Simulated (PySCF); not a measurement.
**SnH4 (SMILES [H][Sn]([H])([H])[H]): levels of theory compared**

Aim: a comparison of 6 runs (B2PLYP/STO-3G, PBE/STO-3G, r2SCAN/STO-3G, CCSDT(Q)/STO-3G, CCSDT/STO-3G, NEVPT2(2,2)/STO-3G) of SnH4. 

The results are computed with PySCF 2.14.0.

4 further runs of the same task are left out: 4 set aside as unsound or not needed.

## Step 1: The molecule

SnH4 has 5 atoms, charge 0, and is taken as a singlet. SMILES: `[H][Sn]([H])([H])[H]`. Geometry: a GFN2-xTB relaxation, a rough one for these elements and not checked as a minimum.

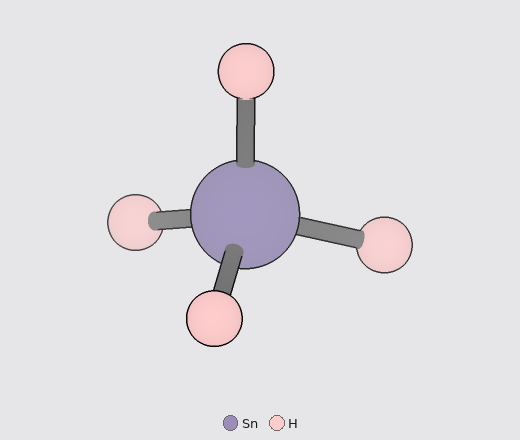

The structure, seen from a chosen angle (tin purple, hydrogen pink).

## Step 2: The energy at B2PLYP/STO-3G (run 1)

calc.py

```python
from pyscf import gto, dft, mp

system = gto.Mole()
system.atom = '''
Sn  -0.000990  -0.000230  -0.000480
H    0.011990  -0.018470   1.638220
H    1.540690   0.010760  -0.554870
H   -0.779740   1.342080  -0.527140
H   -0.771950  -1.334140  -0.555740
'''
system.charge = 0
system.max_memory = 1860
system.basis = 'sto-3g'
system.verbose = 4
system.build()

mf = dft.RKS(system, xc='0.53*HF + 0.47*B88, 0.73*LYP')
mf.conv_tol = 1e-10
mf.grids.level = 5
mf.kernel()
if not mf.converged:
    mf = mf.newton().run(mf.mo_coeff, mf.mo_occ)

pt = mp.MP2(mf, frozen=18).run()
e_final = mf.e_tot + 0.27 * pt.e_corr
print('PT2 part  %.8f' % (0.27 * pt.e_corr))
print(f'total energy: {e_final:.8f} hartree')
```

Command:

```sh
$ OMP_NUM_THREADS=1 python calc.py
```

Standard output:

```text
PySCF version 2.14.0

[... 67 lines left out ...]
converged SCF energy = -5967.21510329774
[... 1 line left out ...]
******** <class 'pyscf.mp.mp2.RMP2'> ********
nocc = 9, nmo = 13
frozen orbitals 18
E(RMP2) = -5967.26698370888  E_corr = -0.0518804111376976
E(SCS-RMP2) = -5967.27643573664  E_corr = -0.0613324389035018
E_corr(same-spin) = -0.00106621668661765
E_corr(oppo-spin) = -0.05081419445108
PT2 part  -0.01400771
total energy: -5967.22911101 hartree
```

Wall time 3.3 s (1 thread of Arm Neoverse V1, shared host); peak memory 0.24 GiB.

## Step 3: The energy at PBE/STO-3G (run 2)

calc.py

```python
from pyscf import gto, dft

system = gto.Mole()
system.atom = '''
Sn      -0.000990      -0.000230      -0.000480
H        0.011990      -0.018470       1.638220
H        1.540690       0.010760      -0.554870
H       -0.779740       1.342080      -0.527140
H       -0.771950      -1.334140      -0.555740
'''
system.max_memory = 1860
system.charge = 0
system.basis = 'sto-3g'
system.spin = 0
system.verbose = 3
system.build()

mf = dft.RKS(system, xc='pbe')
mf.conv_tol = 1e-10
mf.grids.level = 5
mf.kernel()
if not mf.converged:
    mf = mf.newton().run(mf.mo_coeff, mf.mo_occ)

etot = mf.e_tot
print(f'total energy: {etot:.8f} hartree')
```

Command:

```sh
$ OMP_NUM_THREADS=1 python calc.py
```

Standard output:

```text
converged SCF energy = -5967.09538857972
total energy: -5967.09538858 hartree
```

It took 3.3 s on 1 thread of Arm Neoverse V1, shared host; peak memory 0.24 GiB.

Runs 3 to 4 aren't shown in full; the table further down has their settings and results.

## Step 4: The energy at CCSDT/STO-3G (run 5)

run.py

```python
from pyscf import gto, cc

mol = gto.Mole()
mol.atom = [
    ('Sn', (-0.000990, -0.000230, -0.000480)),
    ('H', (0.011990, -0.018470, 1.638220)),
    ('H', (1.540690, 0.010760, -0.554870)),
    ('H', (-0.779740, 1.342080, -0.527140)),
    ('H', (-0.771950, -1.334140, -0.555740)),
]
mol.charge = 0
mol.verbose = 4
mol.basis = 'sto-3g'
mol.max_memory = 1860
mol.build()

myscf = mol.RHF()
myscf.conv_tol = 1e-10
myscf.kernel()
if not myscf.converged:
    myscf = myscf.newton().run(myscf.mo_coeff, myscf.mo_occ)

mycc = cc.CCSDT(myscf, frozen=18)
mycc.kernel()
etot = mycc.e_tot
print('Final energy', etot)
```

Command:

```sh
$ OMP_NUM_THREADS=1 python run.py
```

Standard output:

```text
PySCF version 2.14.0

[... 53 lines left out ...]
converged SCF energy = -5965.61874481771
[... 16 lines left out ...]
WARN: A large `blksize` is being used, which may cause large memory consumption
[... 12 lines left out ...]
Init t2, MP2 energy = -5965.659181168690  E_corr(MP2) -0.040436350984
[... 10 lines left out ...]
RCCSDT converged
[... 3 lines left out ...]
Final energy -5965.6803893612005
```

It took 1.5 s on 1 thread of Arm Neoverse V1, shared host; peak memory 0.12 GiB.

## Step 5: A single-point energy at NEVPT2(2,2)/STO-3G (run 6)

job.py

```python
# SnH4
import numpy
from pyscf import gto, scf, mp, mcscf, mrpt

mol = gto.Mole()
mol.atom = [
    ('Sn', (-0.000990, -0.000230, -0.000480)),
    ('H', (0.011990, -0.018470, 1.638220)),
    ('H', (1.540690, 0.010760, -0.554870)),
    ('H', (-0.779740, 1.342080, -0.527140)),
    ('H', (-0.771950, -1.334140, -0.555740)),
]
mol.basis = 'sto-3g'
mol.max_memory = 1860
mol.verbose = 3
mol.build()

myscf = mol.RHF()
myscf.conv_tol = 1e-10
myscf.kernel()
if not myscf.converged:
    myscf = myscf.newton().run(myscf.mo_coeff, myscf.mo_occ)

pt = mp.MP2(scf.addons.convert_to_uhf(myscf)).run()
noons, natorbs = mcscf.addons.make_natural_orbitals(pt)
print('natural occupations', numpy.round(noons[:40], 4))
cas = mcscf.CASSCF(myscf, 2, 2)
cas.fix_spin_(ss=0.0)
cas.natorb = True
cas.kernel(natorbs)
e_pt2 = mrpt.NEVPT(cas).kernel()
e_tot = cas.e_tot + e_pt2
print('E = %.10f Eh' % e_tot)
```

Command:

```sh
$ OMP_NUM_THREADS=1 python job.py
```

Standard output:

```text
converged SCF energy = -5965.61874481771
E(UMP2) = -5965.65987848069  E_corr = -0.0411336629822925
E(SCS-UMP2) = -5965.66734079351  E_corr = -0.048595975800275
natural occupations [2.     2.     2.     2.     2.     2.     2.     2.     2.     2.
 2.     2.     2.     2.     2.     2.     2.     2.     2.     2.
 1.9998 1.9998 1.9998 1.9934 1.988  1.988  1.988  0.0134 0.0101 0.0101
 0.01  ]
CASSCF energy = -5965.63274825271
CASCI E = -5965.63274825271  E(CI) = -1.42092193938788  S^2 = 0.0000000
Sr    (-1)',   E = -0.00000000000943
Si    (+1)',   E = 0.00000000003909
Sijrs (0)  ,   E = -0.02743378479614
Sijr  (+1) ,   E = -0.00183490661962
Srsi  (-1) ,   E = -0.00141050807140
Srs   (-2) ,   E = -0.00019922117626
Sij   (+2) ,   E = -0.00029179009773
Sir   (0)' ,   E = -0.00060836429075
Nevpt2 Energy = -0.031778575022242
E = -5965.6645268277 Eh
```

Run time: 2.2 s. Hardware: 1 thread of Arm Neoverse V1, shared host; peak memory 0.12 GiB.

## Step 6: The series

| run | level | frozen core orbitals | integration grid | energy (Eh) | dipole moment (D) of the reference | HOMO energy (eV) | LUMO energy (eV) | wall time |
| --- | --- | --- | --- | --- | --- | --- | --- | --- |
| 1 | B2PLYP/STO-3G | 18 | 5 | -5967.229111 | 0.01 | -8.49 | 10.27 | 3.3 s |
| 2 | PBE/STO-3G | – | 5 | -5967.095389 | 0.01 | -5.84 | 7.19 | 3.3 s |
| 3 | r2SCAN/STO-3G | – | 5 | -5967.904639 | 0.01 | -6.23 | 7.63 | 4.5 s |
| 4 | CCSDT(Q)/STO-3G | 18 | – | -5965.680408 | 0.01 | -10.48 | 13.33 | 2.7 s |
| 5 | CCSDT/STO-3G | 18 | – | -5965.680389 | 0.01 | -10.48 | 13.33 | 1.5 s |
| 6 | NEVPT2(2,2)/STO-3G | – | – | -5965.664527 | 0.01 | -10.48 | 13.33 | 2.2 s |

## Step 7: Summary of results

| quantity | value |
| --- | --- |
| run 6: total energy | -5965.66453 Eh |
| run 6: dipole moment (Hartree–Fock density) | 0.01 D |
| run 6: HOMO energy (Hartree–Fock orbitals) | -10.48 eV |
| run 6: LUMO energy (Hartree–Fock orbitals) | 13.33 eV |
| run 6: HOMO–LUMO gap (Hartree–Fock orbitals) | 23.82 eV |

Over runs 1, 2, 3 the HOMO–LUMO gap runs from 13.03 eV (PBE/STO-3G) to 18.76 eV (B2PLYP/STO-3G). A double hybrid's value is that of its SCF part. Totals of different functionals can't be ranked against each other. In runs 1, 2, 3, 4, 5, 6 the basis is minimal, so the values are rough. In runs 1, 2, 3, 4, 5, 6 relativity is left out where basis or elements ask for it. All runs together took 18 s, the longest 4.5 s.
